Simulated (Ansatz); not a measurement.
# GaHClO (SMILES [O][GaH][Cl]): UPBE/def2-SVPD

Aim: the vertical doublet–quartet gap of GaHClO at UPBE/def2-SVPD, from 2 runs. 

The results are computed with Ansatz 0.2.0.

70 further runs of the same task are left out: 1 that didn't finish, 69 set aside as unsound or not needed. Runs told in other sessions of the task aren't counted.

### 1 Starting point

The species is GaHClO (4 atoms), meant as a doublet with charge 0. SMILES: `[O][GaH][Cl]`. The shape is that of a PBE0-D4/def2-TZVP optimisation.

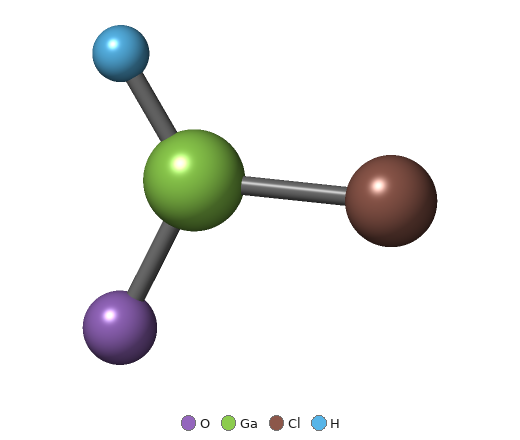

Viewed from a chosen angle; oxygen purple, gallium green, chlorine brown, hydrogen blue.

### 2 The energy at UPBE/def2-SVPD

Input file input.yaml:

```yaml
crystal:
  periodic: [false, false, false]
  atoms:
    - symbol: O
      position_ang: [-1.739800, -0.117700, -0.212200]
    - symbol: Ga
      position_ang: [0.030900, 0.144300, -0.061200]
    - symbol: Cl
      position_ang: [1.050700, -1.557300, 0.708800]
    - symbol: H
      position_ang: [0.713700, 1.470500, -0.455700]
basis:
  gaussian: {orbitals: def2-SVPD}
hamiltonian: {xc: pbe}
accuracy: high
magnetization: {spin_polarized: true, initial_magnetization: 1}
output: {orbitals: {seedname: orbitals}}
```

Run with:

```
ansatz run input.yaml --threads 1 --pin off --max-ram 3480MiB --events-out events.jsonl --progress --plain --runs-dir runs
```

What it wrote:

```text
Warning: RAYON_NUM_THREADS=1 ignored (pool sized by the plan → 1); use --threads N
Functional definition: PBE
  name "PBE"
  parameter kappa = 0.804
  parameter beta = 0.06672455060314922
  exchange = pbe_x(kappa = kappa, mu = beta*pi^2/3)
  correlation = pbe_c(beta = beta)
1788 factors; integrals over basis functions are off by at most 4.1e-9 eV
mean field evaluation 1: about -66916.8499 eV, gradient 6.2e1 eV
mean field evaluation 2: about -66650.2637 eV, gradient 1.6e2 eV
mean field evaluation 4: about -66921.4724 eV, gradient 5.4e1 eV
mean field evaluation 8: about -66936.4866 eV, gradient 1.2e0 eV
mean field evaluation 16: about -66936.4954 eV, gradient 6.7e-4 eV
mean field evaluation 32: about -66931.2203 eV, gradient 2.5e1 eV
mean field -66936.49542027 eV, -2459.8708355086 hartree, gradient 5.7e-8 eV, S^2 0.753939; 4 other end points of the search recorded, 0 dependent functions left out
reference -66936.49542367 eV, -2459.8708356339 hartree; 29, 28 occupied and 67, 68 virtual orbitals, 1788 factors
Total energy: -66936.49542367 eV, -2459.8708356339 hartree
```

Run time: 16 s. Hardware: 1 thread of Arm Neoverse V2, shared host; peak memory 0.27 GiB.

### 3 The quartet, same level

Input file in.yaml:

```yaml
crystal:
  periodic: [false, false, false]
  atoms:
    - {symbol: O, position_ang: [-1.739800, -0.117700, -0.212200]}
    - {symbol: Ga, position_ang: [0.030900, 0.144300, -0.061200]}
    - {symbol: Cl, position_ang: [1.050700, -1.557300, 0.708800]}
    - {symbol: H, position_ang: [0.713700, 1.470500, -0.455700]}
basis:
  gaussian: {orbitals: def2-SVPD}
magnetization: {spin_polarized: true, initial_magnetization: 3}
hamiltonian: {xc: {name: PBE}}
accuracy: high
output: {orbitals: {seedname: orbitals}}
```

Run with:

```
ansatz run in.yaml --threads 1 --pin off --max-ram 3480MiB --events-out events.jsonl --progress --plain --runs-dir runs
```

What it wrote, shortened:

```text
Warning: RAYON_NUM_THREADS=1 ignored (pool sized by the plan → 1); use --threads N
[... 2 set-up lines as earlier in the session ...]
[...]
1788 factors; integrals over basis functions are off by at most 4.1e-9 eV
[...]
mean field -66931.10625956 eV, -2459.6727875054 hartree, gradient 6.5e-8 eV, S^2 3.755454; 10 other end points of the search recorded, 0 dependent functions left out
reference -66931.10626309 eV, -2459.6727876354 hartree; 30, 27 occupied and 66, 69 virtual orbitals, 1788 factors
Total energy: -66931.10626309 eV, -2459.6727876354 hartree
```

Wall time 44 s (1 thread of Arm Neoverse V2, shared host); peak memory 0.31 GiB.

### 4 Results

At UPBE/def2-SVPD:

| quantity | value |
| --- | --- |
| doublet: total energy | -2459.87084 Eh |
| doublet: HOMO energy (highest over α and β) | -7.53 eV |
| doublet: LUMO energy (lowest over α and β) | -6.46 eV |
| doublet: ⟨S²⟩ | 0.754 |
| quartet: total energy | -2459.67279 Eh |
| quartet: HOMO energy (highest over α and β) | -2.87 eV |
| quartet: ⟨S²⟩ | 3.755 |
| vertical energy of the quartet above the doublet | 5.389 eV |

At this shape the quartet lies 5.39 eV (520 kJ/mol) above the doublet.
